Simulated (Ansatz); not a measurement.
## Electronic structure of CH₅FOSn (SMILES O[CH](F)[SnH3]) in real space

Input

```
crystal:
  periodic: [false, false, false]
  atoms:
    - {symbol: O, position_ang: [1.305750, 0.841527, -1.042601]}
    - {symbol: C, position_ang: [0.537774, 0.855683, 0.097416]}
    - {symbol: F, position_ang: [-0.350804, 1.926096, 0.062886]}
    - {symbol: Sn, position_ang: [-0.633559, -0.973933, 0.406644]}
    - {symbol: H, position_ang: [0.766411, 0.581328, -1.796187]}
    - {symbol: H, position_ang: [1.225144, 1.045397, 0.924382]}
    - {symbol: H, position_ang: [-1.201421, -1.409448, -1.148215]}
    - {symbol: H, position_ang: [0.377896, -2.207625, 1.011486]}
    - {symbol: H, position_ang: [-1.938593, -0.705324, 1.467090]}
basis:
  gaussian: {orbitals: def2-TZVPP}
hamiltonian: {xc: pbe0, dispersion: d4}
output: {orbitals: {seedname: orbitals}}
```

Run with:

```sh
ansatz run in.yaml --threads 4 --pin off --events-out ev --progress --plain --max-ram 10444MiB
```

Geometry: PBE0-D4/def2-TZVP; core potentials replace the inner electrons of Sn.

Method: RKS PBE0-D4/def2-TZVPP in Ansatz 0.2.0.

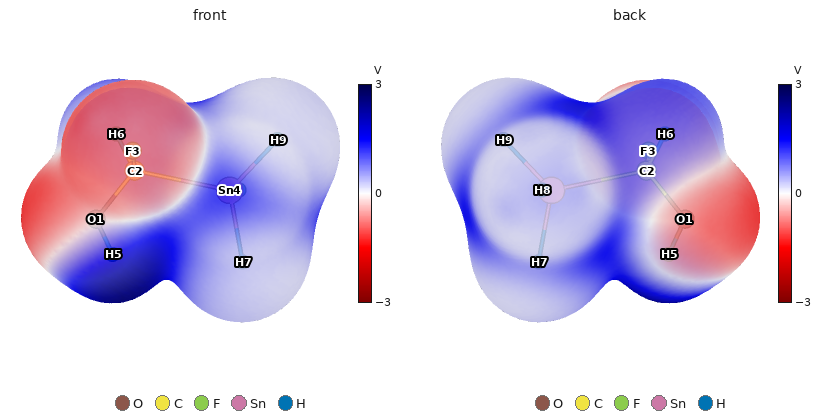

Figure 1. The electrostatic potential painted on the density surface at 0.002 e/bohr³, seen from the front and from behind; red is negative and blue positive.

Describe the electrostatic potential map.

The most negative region (about −1.2 V, or −28 kcal/mol for a unit charge) lies over O1, the most positive (about +2.7 V, or +62 kcal/mol for a unit charge) over H5. O1 is the likeliest acceptor of a hydrogen bond.

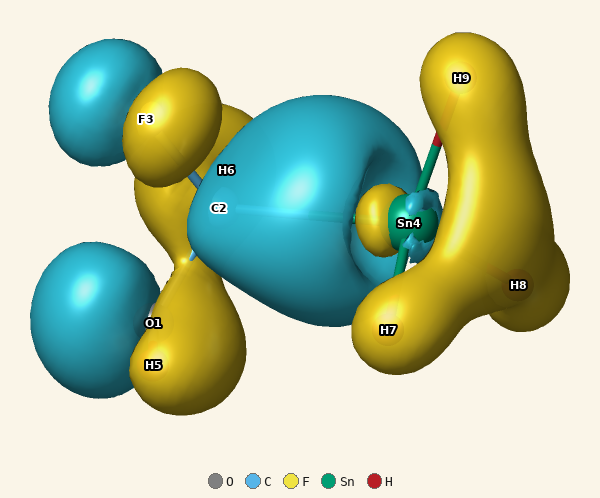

Figure 2. The HOMO at ±0.1 Å⁻³ᐟ² (yellow and cyan are the two phases), seen at a tilt.

Where does this orbital lie, and at what energy?

By Hirshfeld shares it lies mainly on C2 (about 25 %), Sn4 (about 25 %), O1 (about 20 %) and F3 (about 15 %). Its energy is −7.63 eV.

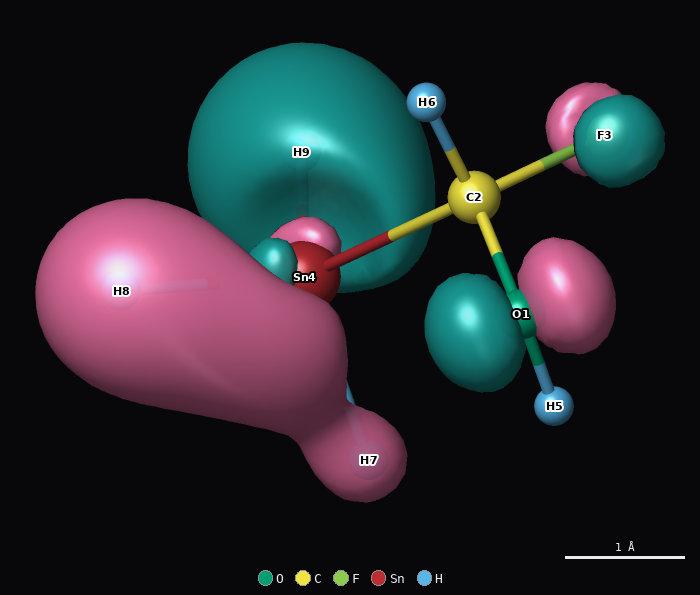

Figure 3. The HOMO−1 at ±0.15 Å⁻³ᐟ² (teal and pink are the two phases), seen at an oblique angle.

What is the character of this orbital?

Its weight (Hirshfeld) is mainly on Sn4 (about 35 %), H9 (about 30 %), H8 (about 15 %) and O1 (about 10 %). Its energy is −9.25 eV.
